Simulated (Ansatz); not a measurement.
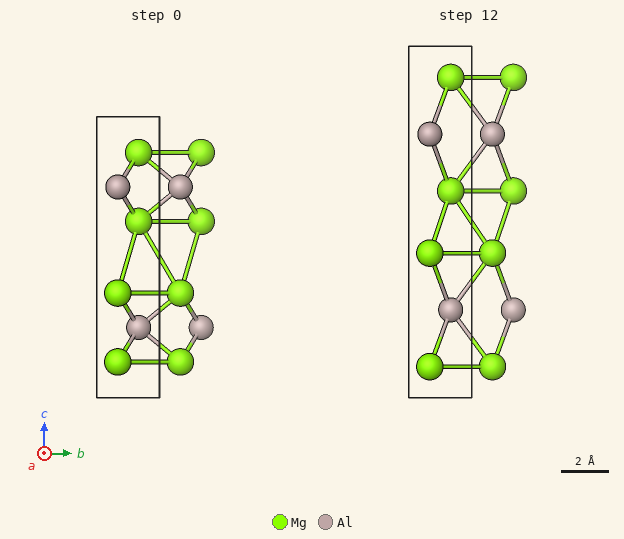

The structure of crystalline Mg2Al (built on the 2H molybdenite_194 type) (coarse preliminary run) before (left) and after (right) a relaxation, at one scale.

A ball-and-stick model of the cell of the calculation, repeated 1 × 2 × 1 with one cell outlined, seen along the a axis.

Case: 2H molybdenite type (P6_3/mmc, No. 194).

Theory: DFT PBE, scalar-relativistic, plane waves, PAW in Ansatz. (plane-wave cutoff 420 eV; k-point mesh 6 × 6 × 2; occupations gaussian; smearing width 0.1 eV; no spin polarisation; cell and atoms relaxed; force threshold 0.04 eV/Å; at most 70 steps)

**Describe what moved and what it gained.**

Over 10 accepted moves (12 points after the start) the energy falls by 1413 meV per atom. The largest force component goes from 5.8 to 0.013 eV/Å. The pressure goes from 42.60 to 0.12 GPa. At 2 points the geometry stayed and the basis and grid were re-selected for the new cell (energy shift of 7.8 meV per atom at most each time). The largest moves relative to the cell, 0.58 Å, are those of Mg atoms. Al stays in place. Cell: a = b 3.079 → 3.081 Å (+0.1 %), c 11.976 → 14.976 Å (+25.0 %). Volume +25.2 %. Some distances before and after: Al–Mg 2.305 → 3.003 Å, Mg–Mg 3.534 → 3.191 Å. Among the angles between lasting bonds that change: Mg–Al–Mg 79.1° → 107.3°, Mg–Al–Mg 83.8° → 61.7°, Mg–Al–Mg 134.6° → 145.5°. The space group stays P6_3/mmc (No. 194).
